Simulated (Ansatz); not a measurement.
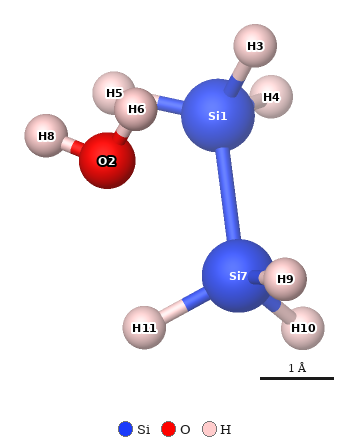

Figure 1. The structure (ball-and-stick view, seen at a tilt; atoms are numbered from 1 in the order of the input).

## Single-point calculation, with input and output: Si2H8O

System: Si2H8O.
Method: RKS PBE0-D4/def2-TZVPP (Ansatz 0.2.0).

The geometry is the product side of a reaction. The reaction was set up to form Si1–Si7 and O2–H6 and to break Si1–O2 and H6–Si7 (atoms counted from 1 in the order of the input); sticks are drawn by distance alone. The geometry comes from this level: PBE0-D4/def2-TZVP.

### Output
```
Functional definition: PBE0
  name "PBE0"
  cite "Adamo & Barone, J. Chem. Phys. 110, 6158 (1999) doi:10.1063/1.478522"
  cite "Perdew, Burke & Ernzerhof, Phys. Rev. Lett. 77, 3865 (1996) doi:10.1103/PhysRevLett.77.3865"
  parent pbe
  parameter a = 0.25
  parameter kappa = 0.804
  parameter beta = 0.06672455060314922
  exchange = (1 - a)*pbe_x(kappa = kappa, mu = beta*pi^2/3) + a*exact_x
  correlation = pbe_c(beta = beta)
1205 factors; their error is unknown
mean field evaluation 1: about -17920.6906 eV, gradient 4.9e1 eV
mean field evaluation 2: about -17915.4973 eV, gradient 7.4e1 eV
mean field evaluation 4: about -17924.7234 eV, gradient 1.1e0 eV
mean field evaluation 8: about -17924.7608 eV, gradient 2.4e-1 eV
mean field -17924.76089096 eV, -658.7228129036 hartree, gradient 4.0e-5 eV, S^2 0.000000; 0 other end points of the search recorded, 0 dependent functions left out
reference -17924.76092622 eV, -658.7228141991 hartree; 22, 22 occupied and 205, 205 virtual orbitals, 1205 factors
Total energy: -17924.92315411 eV, -658.7287759642 hartree
```

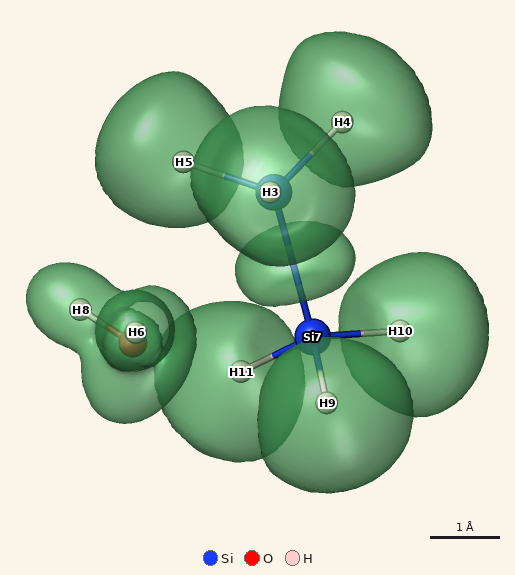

Figure 2. Isosurface of the electron localisation function at 0.75 (green), seen at an oblique angle. Only the valence region is drawn (cores and ρ < 0.01 e/Å³ removed). Along the contacts the grid gives the following. Si7···O2 (3.10 Å): the ELF is only about 0.05 between them (a non-bonded, intermolecular contact). Si–Si (2.34 Å): the ELF peaks at about 1 between the atoms, which marks a shared electron pair.

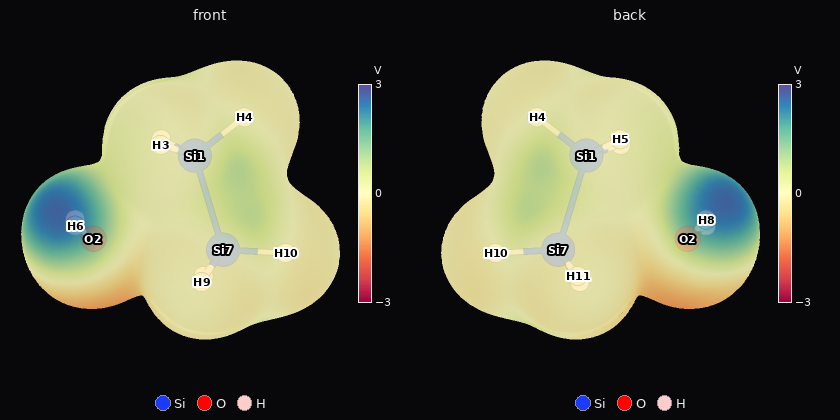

Figure 3. The electrostatic potential painted on the density surface at 0.002 e/bohr³, seen face on and from behind; the colour scale runs from red (negative) to blue (positive).

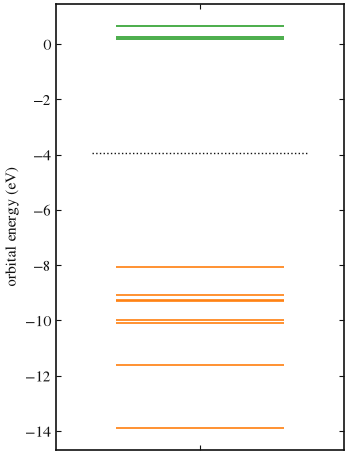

Figure 4. Orbital energies near the frontier; the dotted line parts filled from empty levels, and levels within 0.02 eV of each other stand side by side. Highest filled −8.06 eV, lowest empty 0.17 eV, 8.23 eV apart.

This output came from the following input.

### Input
```yaml
crystal:
  periodic: [false, false, false]
  atoms:
    - {symbol: Si, position_ang: [-0.211947, 0.200084, -1.338161]}
    - {symbol: O, position_ang: [0.583119, 1.298478, 1.477273]}
    - {symbol: H, position_ang: [1.157857, 0.765178, -1.484392]}
    - {symbol: H, position_ang: [-0.604005, -0.355994, -2.664272]}
    - {symbol: H, position_ang: [-1.147482, 1.318000, -1.034916]}
    - {symbol: H, position_ang: [1.434035, 1.657161, 1.213388]}
    - {symbol: Si, position_ang: [-0.280852, -1.446303, 0.327393]}
    - {symbol: H, position_ang: [-0.025885, 2.040793, 1.453044]}
    - {symbol: H, position_ang: [1.057492, -1.630482, 0.944827]}
    - {symbol: H, position_ang: [-0.689343, -2.749961, -0.270310]}
    - {symbol: H, position_ang: [-1.273088, -1.096955, 1.376024]}
basis:
  gaussian: {orbitals: def2-TZVPP}
hamiltonian: {xc: pbe0, dispersion: d4}
output: {orbitals: {seedname: orbitals}}
```

Command:
```bash
ansatz run in.yaml --threads 4 --pin off --events-out ev --progress --plain --max-ram 9574MiB
```

### Summary

| quantity | value |
| --- | --- |
| outcome | converged |
| total energy | −17924.9232 eV |
| mean-field energy | −17924.7609 eV |
| dispersion energy | −0.1622 eV |
| SCF solution under orbital rotations | stable |
| HOMO | −8.06 eV |
| LUMO | 0.17 eV |
| hardware | 4 threads of Intel Xeon @ 2.50GHz, 180 GiB of memory available, shared host |
| wall time | 3.1 s (CPU time 10 s) |
| peak memory | 0.47 GiB |
